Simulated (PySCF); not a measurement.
# C2H7FSi2: the cost of one run

Programs: PySCF 2.14.0, with density-fitted response routines of our own. Each step states its level of theory. These are calculated values for one molecule in the gas phase, unless marked as measured. Atoms count from 0, in the outputs and in this text.

## (1) The molecule as given

12 atoms, charge 0, multiplicity 1; geometry from: PBE0-D3(BJ)/def2-SVP.

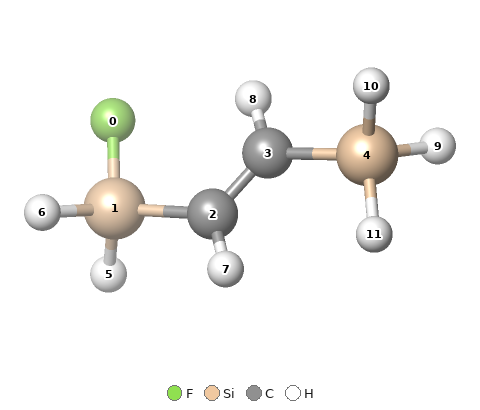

As it starts; fluorine green, silicon light orange, carbon grey, hydrogen white, atoms numbered; sticks join atoms by distance.

## (2) Nuclear shieldings: HF/pcSseg-2

What the job is given:

```
{"job": {"kind": "nmr", "xc": "HF", "basis": "pcSseg-2", "pop": false}, "charge": 0, "multiplicity": 1}
F      2.577584     0.150572     1.453043
Si     2.378575    -0.434820    -0.054163
C      0.568748    -0.294041    -0.465758
C     -0.325334     0.207687     0.405189
Si    -2.157946     0.378982     0.046714
H      2.840500    -1.852055    -0.064951
H      3.220134     0.374518    -0.980749
H      0.222598    -0.632554    -1.453750
H      0.045407     0.539504     1.386135
H     -2.963049    -0.387373     1.047125
H     -2.575826     1.812870     0.124477
H     -2.434138    -0.146364    -1.324695
```

Method: GIAO HF/pcSseg-2 NMR shielding, non-relativistic, gas phase.

Launch:

```bash
$ OMP_NUM_THREADS=1 python probes_run.py task.json out
```

This one command runs all jobs of the session in turn.

Q: Estimate the wall time and peak memory of this first job on 1 thread of Arm Neoverse V2, shared host.

About 21 s, with a peak of 1.1 GiB.
